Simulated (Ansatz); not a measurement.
CH4Si (SMILES C[SiH]): methods side by side

CH4Si has 6 atoms, charge 0, and is taken as a singlet. As SMILES, `C[SiH]`. The shape is that of a PBE0-D4/def2-TZVP optimisation.

| atom | x (Å) | y (Å) | z (Å) |
| --- | --- | --- | --- |
| C | -0.0935 | -0.3660 | -0.3703 |
| Si | 0.9173 | 0.2098 | 1.1223 |
| H | -1.1569 | -0.4101 | -0.1022 |
| H | 0.2150 | -1.3356 | -0.7630 |
| H | -0.0240 | 0.3820 | -1.1708 |
| H | 0.1422 | 1.5200 | 1.2840 |

Quantity: the energy change with the C1–H5 bond stretched from 1.098 to 2.745 Å, in eV. The values are calculated.

| level | kind | program | value (eV) | less FCI/STO-3G | CPU time (all runs) |
| --- | --- | --- | --- | --- | --- |
| PBE/STO-3G (restricted) | GGA | Ansatz | 6.52 | +1.38 | 2.6 s |
| r2SCAN/STO-3G (restricted) | meta-GGA | Ansatz | 6.98 | +1.84 | 5.6 s |
| B3LYP/STO-3G (restricted) | global hybrid | Ansatz | 7.18 | +2.04 | 1.8 s |
| CAM-B3LYP/STO-3G (restricted) | range-separated hybrid | Ansatz | 7.96 | +2.82 | 2.1 s |
| HSE06/STO-3G (restricted) | range-separated hybrid | Ansatz | 7.53 | +2.39 | 2.2 s |
| RPA@PBE/STO-3G (restricted) | RPA | Ansatz | 6.18 | +1.04 | 3.7 s |
| MP2/STO-3G (restricted) | perturbation theory | Ansatz | 6.86 | +1.72 | 0.21 s |
| CCSD(T)/STO-3G (restricted) | coupled cluster or CI | Ansatz | 5.02 | -0.12 | 0.26 s |
| FCI/STO-3G | exact in the basis | Ansatz | 5.14 | 0.00 | 8.1 s |

FCI/STO-3G is exact within its basis and frozen core, so for wave-function methods in that basis the difference is their error; functionals converge differently with the basis, so for them it is only a difference. The first shape isn't each level's own minimum. The values span 5.02 to 7.96 eV. All rows use very small basis sets, so none should be taken for the real molecule's value. In so small a basis fixed costs decide the times, and correlated methods can beat functionals. CPU times are rough (shared hosts, several kinds of processor and program).

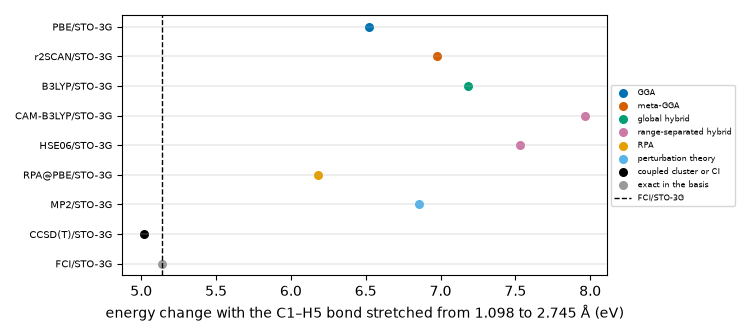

The values of the table, level by level.
